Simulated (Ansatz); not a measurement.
**Mo2H3: a trial structure relaxed**

Aim: relax Mo2H3 from this start, tetradymite type (R-3m, No. 166), and see where it ends.

Computed with Ansatz 0.2.0 (DFT PBE, scalar-relativistic, plane waves, PAW, unless a step's input says otherwise).

### 1 Starting point

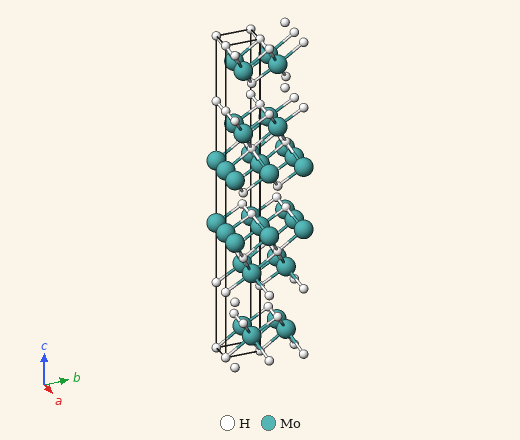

The starting structure, seen slightly off an axis (hydrogen white, molybdenum teal). 2×2×1 cells are drawn. Atoms on the faces are drawn again on the opposite ones. The cell drawn here is the conventional one.

Coordinates:

```xyz
5
Lattice="1.4439 0.8336 6.6932 -1.4439 0.8336 6.6932 0.0000 -1.6673 6.6932" Properties=species:S:1:pos:R:3 pbc="T T T"
H     0.0000    0.0000    0.0000
H     0.0000    0.0000    4.2067
H     0.0000    0.0000   15.8730
Mo    0.0000    0.0000    8.0319
Mo    0.0000    0.0000   12.0478
```

### 2 Quick check of gap, pressure and forces

The input, input.yaml:

```yaml
crystal:
  lattice:
    - [1.4439053117, 0.8336391204, 6.6932335488]
    - [-1.4439053117, 0.8336391204, 6.6932335488]
    - [0.0, -1.6672782408, 6.6932335488]
  atoms:
    - { symbol: H, position: [0.0, 0.0, 0.0] }
    - { symbol: H, position: [0.2095, 0.2095, 0.2095] }
    - { symbol: H, position: [0.7905, 0.7905, 0.7905] }
    - { symbol: Mo, position: [0.4, 0.4, 0.4] }
    - { symbol: Mo, position: [0.6, 0.6, 0.6] }
basis:
  ecutwfc: 420
kpoints:
  mp_grid: { grid: [6, 6, 6] }
hamiltonian:
  xc: pbe
scf:
  occupations: { method: gaussian, width: 0.1 }
  lower_state_search: "off"
output:
  forces: true
  stress: true
  eigenvalues: true
```

On the command line:

```sh
$ ansatz run input.yaml --threads 1 --pin off --max-ram 2560MiB --backend cpu --events-out ev --progress --plain --runs-dir out
```

What it wrote, cut to the lines that bear on the results:

```text
Warning: RAYON_NUM_THREADS=1 ignored (pool sized by the plan → 1); use --threads N
[...]
Pseudopotentials: kind: paw
Pseudopotential: H, paw, valence charge 1, recommended cutoff 420 eV (normal), H.paw.azcp
Pseudopotential: Mo, paw, valence charge 14, recommended cutoff 420 eV (normal), Mo.paw.azcp
Functional definition: PBE
[...]
Crystal: 5 atoms, lattice volume = 48.340 Å³
Basis set: ecut = 420 eV, 941 PW (Γ), FFT grids on a1−a3, a2−a3, a3, exchange–correlation on 40×40×96 points (8 copies of the dense FFT grid, shifted against one another)
Bands: 21, of which v1, the nominal top of the filled ones, is band 16 counted from 1 (15 counted from 0)
Symmetry: 12 space group operations
Space group: R-3m (ITA 166), of the structure as read, at distance tolerance 3.6e-5 Å
k-points: 32 of 216
[...]
SCF iter   1: F=—  HF=-9958.228058 eV  |F-HF|=—  |Δ(HF+E_count)|=         —  Δρ=7.60e-3  dr2=1.54e-2  ethr=1.77e-3  ⟨swp⟩=5.8  Hψ=3067  notcnv=0
[...]
SCF iter   7: F=-9958.227654 eV  HF=-9958.227654 eV  |F-HF|=4.99e-9  |Δ(HF+E_count)|=   2.55e-8  Δρ=4.03e-6  dr2=6.70e-9  ethr=3.23e-10  ⟨swp⟩=6.0  Hψ=2394  notcnv=0
[...]
SCF converged after 7 iterations
Free energy (F): -9958.227654 eV
[...]
E sigma→0 (E₀):  -9958.216923 eV
Entropy (-TS):   -0.021463 eV (-4.293 meV/atom)
Fermi energy:    13.676455 eV
[...]
--- Forces (eV/Å), atoms counted from 1 ---
  atom   1  H     -0.00000000     0.00000000     0.00000000
  atom   2  H      0.00000000    -0.00000000     0.74057620
  atom   3  H     -0.00000000     0.00000000    -0.74057620
  atom   4  Mo     0.00000000     0.00000000    -1.69009983
  atom   5  Mo     0.00000000     0.00000000     1.69009983
[...]
--- Stress (GPa, compression-positive) ---
      -12.831989       0.000000      -0.000000
        0.000000     -12.831989      -0.000000
        0.000000      -0.000000     -21.976295
  P = ⅓ Tr σ = -15.8801 GPa (-158.801 kbar)
--- Band table (eV; the first three rows and the last of 32) ---
  k-point 0: bands = ["-47.5558", "-47.5253", "-21.8709", "-21.5923", "-21.1131", "-21.1131", "-21.0911", "-21.0911", "4.3235", "7.4813", "7.6895", "10.9709", "12.2496", "12.6772", "12.6772", "12.9257", "12.9257", "14.8680", "14.8680", "15.4663", "15.4663"]
[...]
```

Run time: 1.6 s. Hardware: 1 thread of Intel Xeon Platinum 8488C (Sapphire Rapids), shared host; peak memory 0.35 GiB.

Read-out: pressure -15.9 GPa, largest force 1.69 eV/Å, gap on this mesh none (metal). With stress or forces this large, a rough relaxation on a coarse mesh goes ahead of the careful one.

### 3 Coarse relaxation

Changes to input.yaml since step 2:

```diff
@@ -24 +24,6 @@
   eigenvalues: true
+relax:
+  adjacent_minimum: "off"
+  f_tol: 0.04
+  max_steps: 70
+  cell: { stress_tol: 0.4 }
```

On the command line:

```sh
$ ansatz run input.yaml --threads 1 --pin off --max-ram 2560MiB --backend cpu --events-out ev --progress --plain --runs-dir out
```

What it wrote:

```text
Warning: RAYON_NUM_THREADS=1 ignored (pool sized by the plan → 1); use --threads N
basis.fft_grid_basis auto: the FFT boxes are laid along the combinations [[1, 0, -1], [0, 1, -1], [0, 0, 1]] of the cell's own vectors, 2.888, 2.888 and 6.898 Å long. The dense box has 20×20×48 points. Along the cell's own vectors, as sized, it would have 48×48×48, 5.76 times as many. Of the 12 symmetry operations that the crystal satisfies within crystal.symmetry.tolerance (time reversal apart; of a slab, those that keep its plane) the dense box along the cell's own vectors carries 12, and the one as laid loses 8 of those. basis.fft_grid_basis: typed keeps the cell's own vectors: state it where this run's energies or levels are differenced outside the engine with another run's, or held beside a run that keeps those vectors.
Engine: ansatz 0.2.0, x86_64-unknown-linux-gnu
[... 4 set-up lines as earlier in the session ...]
  parameter kappa = 0.804
  parameter beta = 0.06672455060314922
  exchange = pbe_x(kappa = kappa, mu = beta*pi^2/3)
  correlation = pbe_c(beta = beta)
Crystal: 5 atoms, lattice volume = 48.340 Å³
Basis set: ecut = 420 eV, 941 PW (Γ), FFT grids on a1−a3, a2−a3, a3, exchange–correlation on 40×40×96 points (8 copies of the dense FFT grid, shifted against one another)
Bands: 21, of which v1, the nominal top of the filled ones, is band 16 counted from 1 (15 counted from 0)
[... 2 set-up lines as earlier in the session ...]
k-points: 32 of 216
Non-local potential: H, projectors of the file, l = 0: 2, l = 1: 1
Non-local potential: Mo, projectors of the file, l = 0: 3, l = 1: 2, l = 2: 2, l = 3: 1
PAW form: soft (Blöchl's): semilocal exchange-correlation on the pseudo side does not see the compensation charge
PAW one-centre angular grid: H, 110 points (default); XC on 64 Gauss nodes
PAW one-centre angular grid: Mo, 590 points (default); XC on 64 Gauss nodes
Initial density: superposition of atomic densities (neutral atoms: chi_scale 0, normalization atom), corrected by the library's trained network
Initial wavefunctions: pseudopotential atomic-orbital guess
Functional: x = pbe(κ = 0.804, μ = 0.2195149727645171), c = pbe(β = 0.06672455060314922)
SCF iter   1: F=—  HF=-9958.228058 eV  |F-HF|=—  |Δ(HF+E_count)|=         —  Δρ=7.60e-3  dr2=1.54e-2  ethr=1.77e-3  ⟨swp⟩=5.8  Hψ=3067  notcnv=0
preconditioner: auto → Kerker (q_TF=auto, 2.534 Å⁻¹)  [metal: Δε(μ)=0.006 eV  Ē_g=5.532 eV  σ=0.100 eV  W_gap=0.03  n_scr=10 (ndim 8)  ℏωp=20.7 eV  f_vac=0.000  D(μ)=4.24/eV (n_scr^D=44)]
SCF iter   2: F=—  HF=-9958.227869 eV  |F-HF|=—  |Δ(HF+E_count)|=   1.89e-4  Δρ=4.15e-3  dr2=6.32e-3  ethr=4.98e-5  ⟨swp⟩=1.4  Hψ=946  notcnv=0
SCF iter   3: F=—  HF=-9958.227720 eV  |F-HF|=—  |Δ(HF+E_count)|=   1.49e-4  Δρ=6.51e-4  dr2=7.11e-4  ethr=2.04e-5  ⟨swp⟩=2.0  Hψ=845  notcnv=0
SCF iter   4: F=—  HF=-9958.227660 eV  |F-HF|=—  |Δ(HF+E_count)|=   6.04e-5  Δρ=2.16e-4  dr2=5.25e-5  ethr=2.29e-6  ⟨swp⟩=2.0  Hψ=798  notcnv=0
SCF iter   5: F=—  HF=-9958.227654 eV  |F-HF|=—  |Δ(HF+E_count)|=   5.12e-6  Δρ=5.66e-5  dr2=3.77e-6  ethr=1.69e-7  ⟨swp⟩=2.0  Hψ=809  notcnv=0
SCF iter   6: F=—  HF=-9958.227654 eV  |F-HF|=—  |Δ(HF+E_count)|=   1.95e-8  Δρ=1.59e-5  dr2=1.41e-7  ethr=1.21e-8  ⟨swp⟩=2.0  Hψ=835  notcnv=0
SCF iter   7: F=-9958.227654 eV  HF=-9958.227654 eV  |F-HF|=4.99e-9  |Δ(HF+E_count)|=   2.54e-8  Δρ=4.03e-6  dr2=6.70e-9  ethr=3.23e-10  ⟨swp⟩=6.0  Hψ=2393  notcnv=0
SCF 1 converged in 7 iterations: F = -9958.227654 eV  dr2 = 6.70e-9
relax step   1: F+E_penalty+E_count = -9958.22765446 eV  Δ(F+E_penalty+E_count) = +0.000e0 eV  max|allowed force component| = 1.690e0 eV/Å  Δτ_max = 0.0000 Å  P = -15.880 GPa  Ω = 48.340 Å³  (7 SCF iters, dr2 threshold 1.00e-7 eV, accepted)
Crystal: 5 atoms, lattice volume = 43.784 Å³
Basis set: ecut = 420 eV, 855 PW (Γ), FFT grids on a1−a3, a2−a3, a3, exchange–correlation on 40×40×96 points (8 copies of the dense FFT grid, shifted against one another)
Initial density: handed on by an earlier stage of this run
Initial wavefunctions: those handed on with the density
iter 1 solved again at ethr=2.92e-3 eV; its pass at ethr=3.10e-3 eV (dr2=9.06e-1 eV) is discarded
SCF iter   1: F=—  HF=-9959.042640 eV  |F-HF|=—  |Δ(HF+E_count)|=         —  Δρ=3.32e-2  dr2=9.13e-1  ethr=2.92e-3  ⟨swp⟩=1.0  Hψ=4068  notcnv=0
preconditioner: auto → none  [insulator: Δε(μ)=0.312 eV  Ē_g=6.560 eV  σ=0.100 eV  W_gap=0.80  n_scr=4 (ndim 8)  ℏωp=21.7 eV  f_vac=0.000  D(μ)=1.32/eV (n_scr^D=4)  ε∞_Penn≈12.0]
SCF iter   2: F=—  HF=-9958.953747 eV  |F-HF|=—  |Δ(HF+E_count)|=   8.89e-2  Δρ=1.84e-2  dr2=4.58e-1  ethr=2.92e-3  ⟨swp⟩=3.0  Hψ=1257  notcnv=0  defer=1
SCF iter   3: F=—  HF=-9958.868246 eV  |F-HF|=—  |Δ(HF+E_count)|=   8.55e-2  Δρ=1.12e-2  dr2=2.17e-2  ethr=1.48e-3  ⟨swp⟩=2.2  Hψ=1180  notcnv=0  defer=24
SCF iter   4: F=—  HF=-9958.868141 eV  |F-HF|=—  |Δ(HF+E_count)|=   1.05e-4  Δρ=1.96e-3  dr2=4.31e-4  ethr=7.01e-5  ⟨swp⟩=2.1  Hψ=912  notcnv=0  defer=24
SCF iter   5: F=—  HF=-9958.868283 eV  |F-HF|=—  |Δ(HF+E_count)|=   1.42e-4  Δρ=3.56e-4  dr2=3.18e-5  ethr=1.39e-6  ⟨swp⟩=2.7  Hψ=1153  notcnv=0  defer=24
SCF iter   6: F=—  HF=-9958.868279 eV  |F-HF|=—  |Δ(HF+E_count)|=   4.04e-6  Δρ=8.14e-5  dr2=1.16e-6  ethr=1.03e-7  ⟨swp⟩=2.2  Hψ=1010  notcnv=0  defer=24
SCF iter   7: F=-9958.868279 eV  HF=-9958.868279 eV  |F-HF|=6.70e-9  |Δ(HF+E_count)|=   2.12e-7  Δρ=1.35e-5  dr2=3.18e-8  ethr=1.61e-9  ⟨swp⟩=9.3  Hψ=3142  notcnv=0
SCF 2 converged in 7 iterations: F = -9958.868279 eV  dr2 = 3.18e-8
relax step   2: F+E_penalty+E_count = -9958.86827928 eV  Δ(F+E_penalty+E_count) = -6.406e-1 eV  max|allowed force component| = 9.405e-1 eV/Å  Δτ_max = 0.1741 Å  P = +9.237 GPa  Ω = 43.784 Å³  energy of the carried Pulay correction = +4.449e-3 eV  (7 SCF iters, dr2 threshold 5.00e-7 eV, accepted)
Crystal: 5 atoms, lattice volume = 47.587 Å³
Basis set: ecut = 420 eV, 921 PW (Γ), FFT grids on a1−a3, a2−a3, a3, exchange–correlation on 40×40×96 points (8 copies of the dense FFT grid, shifted against one another)
iter 1 solved again at ethr=2.26e-4 eV; its pass at ethr=3.10e-3 eV (dr2=7.00e-2 eV) is discarded
SCF iter   1: F=—  HF=-9959.076293 eV  |F-HF|=—  |Δ(HF+E_count)|=         —  Δρ=1.55e-2  dr2=6.99e-2  ethr=2.26e-4  ⟨swp⟩=1.1  Hψ=3774  notcnv=0
preconditioner: auto → LDOS  [metal: Δε(μ)=0.050 eV  Ē_g=6.164 eV  σ=0.100 eV  W_gap=0.26  n_scr=10 (ndim 8)  ℏωp=20.8 eV  f_vac=0.022  D(μ)=1.43/eV (n_scr^D=4)  β→1.0]
SCF iter   2: F=—  HF=-9959.074933 eV  |F-HF|=—  |Δ(HF+E_count)|=   1.36e-3  Δρ=4.45e-3  dr2=2.28e-2  ethr=2.25e-4  ⟨swp⟩=2.0  Hψ=1088  notcnv=0
preconditioner: auto → Kerker (q_TF=auto, 2.540 Å⁻¹)  [metal: Δε(μ)=0.055 eV  Ē_g=6.217 eV  σ=0.100 eV  W_gap=0.30  n_scr=10 (ndim 8)  ℏωp=20.8 eV  f_vac=0.003  D(μ)=1.42/eV (n_scr^D=4)  β→0.5]
SCF iter   3: F=—  HF=-9959.069323 eV  |F-HF|=—  |Δ(HF+E_count)|=   5.61e-3  Δρ=1.98e-3  dr2=2.44e-3  ethr=7.34e-5  ⟨swp⟩=2.1  Hψ=1035  notcnv=0
SCF iter   4: F=—  HF=-9959.069400 eV  |F-HF|=—  |Δ(HF+E_count)|=   7.75e-5  Δρ=2.64e-4  dr2=3.91e-5  ethr=7.86e-6  ⟨swp⟩=2.0  Hψ=860  notcnv=0
SCF iter   5: F=—  HF=-9959.069423 eV  |F-HF|=—  |Δ(HF+E_count)|=   2.29e-5  Δρ=7.63e-5  dr2=2.64e-6  ethr=1.26e-7  ⟨swp⟩=2.0  Hψ=911  notcnv=0
SCF iter   6: F=-9959.069427 eV  HF=-9959.069427 eV  |F-HF|=6.81e-8  |Δ(HF+E_count)|=   3.59e-6  Δρ=2.12e-5  dr2=4.98e-7  ethr=1.61e-9  ⟨swp⟩=8.5  Hψ=3235  notcnv=0
SCF 3 converged in 6 iterations: F = -9959.069427 eV  dr2 = 4.98e-7
relax step   3: F+E_penalty+E_count = -9959.06942671 eV  Δ(F+E_penalty+E_count) = -2.011e-1 eV  max|allowed force component| = 2.594e-1 eV/Å  Δτ_max = 0.1948 Å  P = -2.068 GPa  Ω = 47.587 Å³  energy of the carried Pulay correction = +7.060e-4 eV  (6 SCF iters, dr2 threshold 5.00e-7 eV, accepted)
[... 11 lines left out ...]
relax step   4: F+E_penalty+E_count = -9959.07802309 eV  Δ(F+E_penalty+E_count) = -8.596e-3 eV  max|allowed force component| = 2.235e-1 eV/Å  Δτ_max = 0.0119 Å  P = -1.239 GPa  Ω = 47.472 Å³  energy of the carried Pulay correction = +8.151e-4 eV  (6 SCF iters, dr2 threshold 5.00e-7 eV, accepted)
[... 10 lines left out ...]
relax step   5: F+E_penalty+E_count = -9959.08246656 eV  Δ(F+E_penalty+E_count) = -4.443e-3 eV  max|allowed force component| = 5.207e-2 eV/Å  Δτ_max = 0.0489 Å  P = +1.312 GPa  Ω = 47.808 Å³  energy of the carried Pulay correction = +4.971e-4 eV  (5 SCF iters, dr2 threshold 5.00e-7 eV, accepted)
[... 10 lines left out ...]
relax step   6: F+E_penalty+E_count = -9959.08456616 eV  Δ(F+E_penalty+E_count) = -2.100e-3 eV  max|allowed force component| = 9.442e-3 eV/Å  Δτ_max = 0.0086 Å  P = +0.487 GPa  Ω = 48.334 Å³  energy of the carried Pulay correction = +5.561e-6 eV  (5 SCF iters, dr2 threshold 5.00e-7 eV, accepted)
[... 11 lines left out ...]
relax step   7: F+E_penalty+E_count = -9959.08521595 eV  Δ(F+E_penalty+E_count) = -6.498e-4 eV  max|allowed force component| = 1.642e-2 eV/Å  Δτ_max = 0.0375 Å  P = +0.144 GPa  Ω = 49.392 Å³  energy of the carried Pulay correction = -9.685e-4 eV  (6 SCF iters, dr2 threshold 5.00e-7 eV, accepted)
Initial wavefunctions: pseudopotential atomic-orbital guess (no wavefunctions were taken with the density)
iter 1 solved again at ethr=8.39e-8 eV; its pass at ethr=3.10e-3 eV (dr2=2.60e-5 eV) is discarded
SCF iter   1: F=—  HF=-9959.086109 eV  |F-HF|=—  |Δ(HF+E_count)|=         —  Δρ=1.95e-4  dr2=7.65e-7  ethr=8.39e-8  ⟨swp⟩=3.8  Hψ=5166  notcnv=0
preconditioner: auto → LDOS  [metal: Δε(μ)=0.218 eV  Ē_g=6.252 eV  σ=0.100 eV  W_gap=0.50  n_scr=10 (ndim 8)  ℏωp=20.5 eV  f_vac=0.092  D(μ)=0.63/eV (n_scr^D=2)  β→1.0]
SCF iter   2: F=—  HF=-9959.086356 eV  |F-HF|=—  |Δ(HF+E_count)|=   2.47e-4  Δρ=9.12e-6  dr2=4.01e-8  ethr=2.47e-9  ⟨swp⟩=2.1  Hψ=960  notcnv=0
SCF iter   3: F=—  HF=-9959.086356 eV  |F-HF|=—  |Δ(HF+E_count)|=   1.71e-8  Δρ=5.33e-6  dr2=6.33e-8  ethr=1.03e-11  ⟨swp⟩=7.9  Hψ=3237  notcnv=0
SCF iter   4: F=—  HF=-9959.086356 eV  |F-HF|=—  |Δ(HF+E_count)|=   1.21e-8  Δρ=1.79e-6  dr2=3.29e-9  ethr=1.29e-10  ⟨swp⟩=2.0  Hψ=942  notcnv=0
SCF iter   5: F=-9959.086356 eV  HF=-9959.086356 eV  |F-HF|=2.73e-10  |Δ(HF+E_count)|=  2.67e-10  Δρ=8.46e-7  dr2=4.38e-10  ethr=1.03e-11  ⟨swp⟩=5.0  Hψ=2389  notcnv=0
SCF 8 converged in 5 iterations: F = -9959.086356 eV  dr2 = 4.38e-10
relax step   8: F+E_penalty+E_count = -9959.08635554 eV  Δ(F+E_penalty+E_count) = -1.140e-3 eV  max|allowed force component| = 1.631e-2 eV/Å  Δτ_max = 0.0000 Å  P = +0.172 GPa  Ω = 49.392 Å³  stress off target by 2.43e-1 GPa  SCF on the basis re-selected at this cell (its energy is not comparable with the rows above)  (5 SCF iters)
basis re-selected at this cell: Δ(F+E_penalty+E_count) = -1.140e-3 eV, ΔP = +0.028 GPa vs the last step (what re-selecting the basis moved, of the pressure what is left beyond the Pulay correction that the steps carried, after the strain that the cell walked since its last selection, with what the two solves' SCF thresholds leave and, on support functions, any second-order correction that the steps lacked; it is no measure of the basis error at this ecutwfc). This SCF's stress stands 2.43e-1 GPa from its target on what of the cell is left free (relax.cell.stress_tol is 4.00e-1 GPa) and its largest allowed force component is 1.63e-2 eV/Å (relax.f_tol is 4.00e-2 eV/Å): within both
SCF converged after 5 iterations
Free energy (F): -9959.086356 eV
Harris-Foulkes:  -9959.086356 eV  (|F-HF|=2.73e-10)
Internal energy: -9959.083187 eV  (E = F + TS)
E sigma→0 (E₀):  -9959.084771 eV
Entropy (-TS):   -0.003169 eV (-0.634 meV/atom)
Fermi energy:    13.048619 eV
--- Per-component energies (eV) ---
  E_band       = -312.494714
  E_kinetic    = 925.610817
  E_local      = -3321.181717  (includes V_loc(G=0)·N_el)
  E_nonlocal   = 290.484031
  E_hartree    = 1288.202876
  E_xc         = -394.559116
  E_vxc        = -493.766378  (∫ρ·V_xc dr)
  E_paw        = -6404.346102  (= ΣΔE_a)
  E_vpaw       = -290.044219  (= ΣTr[D̂ρ^β])
  E_aug_tail   = -0.003478  (compensation charges beyond the density's cutoff)
  E_ewald      = -2343.290498
  E_smearing   = -0.003169  (= −TS)
  E_closure    = 0.000000  (closes the sum)
  Σ components = -9959.086356   (vs F -9959.086356, Δ=0.00e0)
--- Forces (eV/Å), atoms counted from 1 ---
  atom   1  H      0.00000000     0.00000000    -0.00000000
  atom   2  H      0.00000000     0.00000000     0.01361932
  atom   3  H      0.00000000    -0.00000000    -0.01361932
  atom   4  Mo     0.00000000     0.00000000     0.01630542
  atom   5  Mo    -0.00000000    -0.00000000    -0.01630542
  max |Σ_I F_I| component: 3.47e-18 eV/Å
--- Stress (GPa, compression-positive) ---
        0.242617       0.000000      -0.000000
        0.000000       0.242617      -0.000000
       -0.000000      -0.000000       0.030669
  P = ⅓ Tr σ = 0.1720 GPa (1.720 kbar)
--- Band table (eV; the first three rows and the last of 32) ---
  k-point 0: bands = ["-47.9084", "-47.7640", "-22.4077", "-21.6406", "-21.5389", "-21.5389", "-21.4229", "-21.4229", "3.4996", "6.2322", "8.1645", "10.8583", "11.5595", "11.6450", "11.6450", "12.2065", "12.2065", "14.0845", "14.0845", "15.5911", "15.5911"]
  k-point 1: bands = ["-47.8708", "-47.7433", "-22.3479", "-21.8326", "-21.6308", "-21.6020", "-21.5690", "-21.4585", "4.2357", "6.7080", "7.5152", "10.5178", "11.4099", "11.5573", "12.0436", "12.2920", "12.7922", "13.9142", "14.2601", "15.6666", "16.2955"]
  k-point 2: bands = ["-47.7898", "-47.7067", "-22.3245", "-22.2309", "-21.9059", "-21.7202", "-21.6254", "-21.5348", "5.0143", "6.8495", "7.9900", "9.7088", "10.3536", "11.8733", "12.3929", "13.6804", "14.3600", "14.8885", "15.2645", "15.7588", "17.4113"]
  k-point 31: bands = ["-47.9084", "-47.7640", "-22.4062", "-21.6423", "-21.5389", "-21.5389", "-21.4228", "-21.4228", "3.6631", "5.7054", "9.2756", "9.5884", "11.6425", "11.6425", "12.0722", "12.2088", "12.2088", "14.0724", "14.0724", "15.6114", "15.6114"]
--- Relaxed structure (7 steps of the walk, 7 accepted, 1 SCFs on fresh bases) ---
  F+E_penalty+E_count = -9959.08635554 eV   max|allowed force component| = 1.631e-2 eV/Å   (the final SCF, on the basis selected at the relaxed cell)
  cell:  # Å, volume = 49.3918 Å³
    - [1.449187970499961, 0.8366890648745207, 6.789134778738894]
    - [-1.449187970499961, 0.8366890648745207, 6.789134778738894]
    - [-5.322901275628256e-34, -1.67337812974904, 6.789134778738894]
  atoms:
    - { symbol: H, position: [9.848676518831036e-19, 9.84867651883103e-19, 9.848676518831044e-19] }
    - { symbol: H, position: [0.22925350305617004, 0.22925350305617004, 0.22925350305617] }
    - { symbol: H, position: [0.7707464969438301, 0.7707464969438301, 0.77074649694383] }
    - { symbol: Mo, position: [0.3877618507446363, 0.3877618507446363, 0.38776185074463626] }
    - { symbol: Mo, position: [0.6122381492553636, 0.6122381492553636, 0.6122381492553637] }
```

Wall time 15 s (1 thread of Intel Xeon Platinum 8488C (Sapphire Rapids), shared host); peak memory 0.37 GiB.

Relaxation path:

| step | energy from step 1 (eV/cell) | largest force component (eV/Å) | pressure (GPa) | volume (Å³) |
| --- | --- | --- | --- | --- |
| 1 | 0.0000 | 1.6901 | -15.88 | 48.34 |
| 2 | -0.6406 | 0.9405 | 9.24 | 43.78 |
| 3 | -0.8418 | 0.2594 | -2.07 | 47.59 |
| 4 | -0.8504 | 0.2235 | -1.24 | 47.47 |
| 5 | -0.8548 | 0.0521 | 1.31 | 47.81 |
| 6 | -0.8569 | 0.0094 | 0.49 | 48.33 |
| 7 | -0.8576 | 0.0164 | 0.14 | 49.39 |
| 8 | -0.8587 | 0.0163 | 0.17 | 49.39 |

Step 1 is the start. Step 8 repeats the geometry before it on a plane-wave basis chosen anew for that cell, so its energy need not be comparable with the rows above.

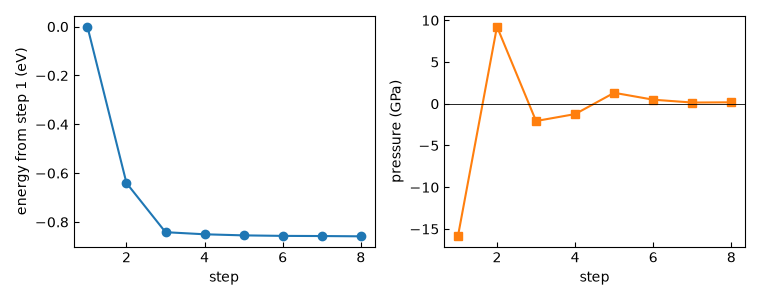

Energy and pressure along the relaxation.

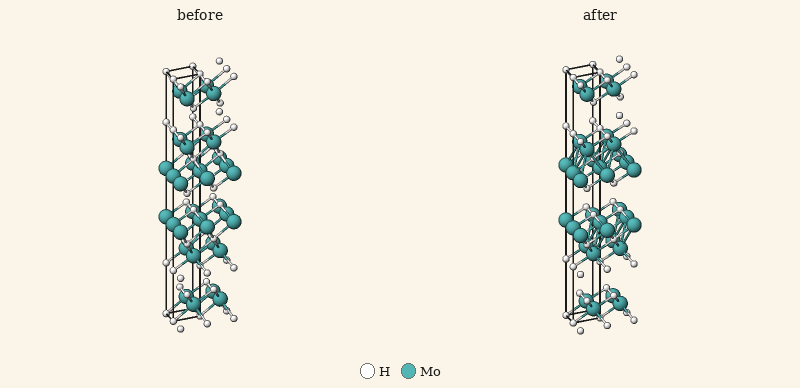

Before and after, at one scale.

Lengths and angles in the start's conventional setting:

|  | before | after | change |
| --- | --- | --- | --- |
| a (Å) | 2.888 | 2.898 | +0.4 % |
| b (Å) | 2.888 | 2.898 | +0.4 % |
| c (Å) | 20.080 | 20.367 | +1.4 % |
| volume (Å³/atom) | 9.67 | 9.88 | +2.2 % |
| shortest distance (Å) | 2.024 | 1.955 | -3.4 % |
| space group (0.01 Å) | R-3m | R-3m | same |

Forces and stress were held to the start's 12 operations: a distortion of lower symmetry was not tested.

(Part 1 of 2 ends here.)
